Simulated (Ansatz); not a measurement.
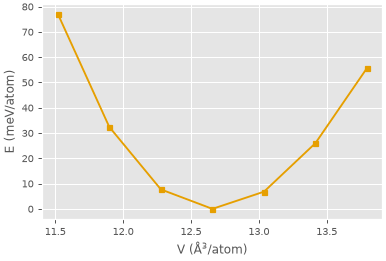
Figure. SrNbO₃ (cubic perovskite, Pm-3m) under volume change, the program Ansatz at the LDA level (PAW), scaled uniformly.

Task: What does a third-order Birch–Murnaghan fit give for V₀, B₀ and B′?

Result: V₀ = 12.66 Å³/atom, B₀ = 203 GPa, B′ = 4.4.

The first step of the workflow began from a Materials Project structure, measured or hypothetical; the Crystallography Open Database copy checked does not list it. COD files the formula under space group No. 62. Whether it is the stable phase at ambient conditions was not checked. The LDA relaxation kept the symmetry of its start; its stability against distortions is not shown here. No spin polarisation was allowed.

Potentials: the later of the program's two PAW sets.
